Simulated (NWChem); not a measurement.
# BH (SMILES [BH]): B3LYP/pcseg-0

What is the vertical ionisation energy of BH at B3LYP/pcseg-0? 

Program for the calculation: NWChem 7.3.0.

4 further runs of the same task are left out: 4 set aside as unsound or not needed.

## (1) The structure to begin with

BH has 2 atoms, charge 0, and is taken as a singlet. SMILES: `[BH]`. Geometry: the measured bond length.

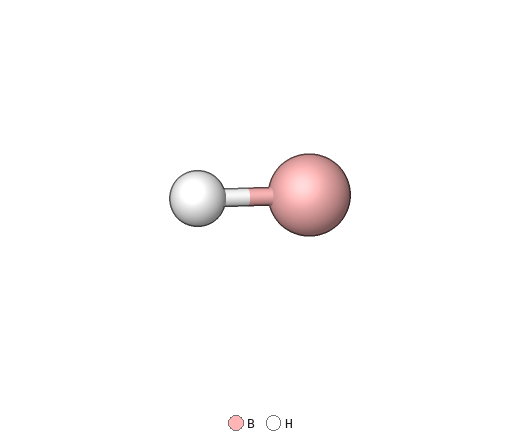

Viewed from a chosen angle; boron pink, hydrogen white.

## (2) The energy at B3LYP/pcseg-0

run.nw

```
start run
memory stack 880 mb heap 220 mb global 1100 mb

geometry units bohr noautosym nocenter noautoz
  B    0.00000000   0.00000000   0.00000000
  H    0.00000000   0.00000000   2.32889848
end

basis spherical bse
  B library pcseg-0
  H library pcseg-0
end

dft
  xc b3lyp
  mult 1
  grid fine
  convergence energy 1e-08
  maxiter 100
  mulliken
  print low
end

task dft energy
```

Command:

```bash
$ nwchem run.nw > run.out
```

Log:

```text
[...]
 d= 0,ls=0.0,diis     1    -25.2179458770 -2.74D+01  4.44D-02  6.03D-02     0.1
[...]
 d= 0,ls=0.0,diis     6    -25.2323953114 -8.07D-09  6.90D-07  1.03D-11     0.2
         Total DFT energy =      -25.232395311406
      One electron energy =      -37.118223838139
           Coulomb energy =       14.021868629793
    Exchange-Corr. energy =       -4.282977826168
 Nuclear repulsion energy =        2.146937723108
[...]
      Total Density - Mulliken Population Analysis
     ---------------------------------------------
    Atom       Charge   Shell Charges
 -----------   ------   -------------------------------------------------------
    1 B    5     4.95   1.99  1.03  0.93  0.58  0.43
    2 H    1     1.05   0.62  0.43
[...]
```

It took 0.78 s on 1 thread of Intel Xeon 6975P-C (Granite Rapids), shared host; peak memory 0.1 GiB.

## (3) The doublet cation, same level

geom.nw

```
START geom
TITLE "BH B3LYP"
memory stack 880 mb heap 220 mb global 1100 mb
charge 1
GEOMETRY units angstrom noautosym nocenter noautoz
  B      0.000000     0.000000     0.000000
  H      0.000000     0.000000     1.232400
END
BASIS spherical bse
  B library pcseg-0
  H library pcseg-0
END
DFT
  xc b3lyp
  mult 2
  grid fine
  convergence energy 1e-08
  maxiter 100
  mulliken
  noprint "final vectors analysis"
END
TASK dft energy
```

Command:

```bash
$ nwchem geom.nw > geom.out
```

Log:

```text
[...]
          Wavefunction type:  spin polarized.
          No. of atoms     :     2
          No. of electrons :     5
[...]
          Charge           :     1
          Spin multiplicity:     2
[...]
          AO basis - number of functions:    11
[...]
              XC Information
              --------------
                         B3LYP Method XC Potential
                     Hartree-Fock (Exact) Exchange  0.200
                        Slater Exchange Functional  0.800 local
                    Becke 1988 Exchange Functional  0.720 non-local
              Lee-Yang-Parr Correlation Functional  0.810
                  VWN I RPA Correlation Functional  0.190 local
[...]
 d= 0,ls=0.0,diis     1    -24.8620189691 -2.70D+01  1.40D-02  1.78D-02     0.1
[...]
 d= 0,ls=0.0,diis     8    -24.8777720949 -1.12D-10  1.02D-07  3.87D-13     0.3
[...]
         Total DFT energy =      -24.877772094898
      One electron energy =      -34.861602504044
           Coulomb energy =       11.848644560846
    Exchange-Corr. energy =       -4.011752033068
 Nuclear repulsion energy =        2.146937881368
[...]
      Total Density - Mulliken Population Analysis
     ---------------------------------------------
    Atom       Charge   Shell Charges
 -----------   ------   -------------------------------------------------------
    1 B    5     4.22   1.99  1.09  0.35  0.51  0.29
    2 H    1     0.78   0.54  0.24
[...]
      <S2> =      0.7520 (Exact =     0.7500)
[...]
```

It took 0.87 s on 1 thread of Intel Xeon 6975P-C (Granite Rapids), shared host; peak memory 0.1 GiB.

## (4) What came out

Level: B3LYP/pcseg-0.

| quantity | value |
| --- | --- |
| singlet BH: total energy | -25.23240 Eh |
| doublet cation: total energy | -24.87777 Eh |
| doublet cation: ⟨S²⟩ | 0.752 |
| vertical ionisation energy (to the doublet cation) | 9.650 eV |

The vertical ionisation energy comes to 9.65 eV (223 kcal/mol).
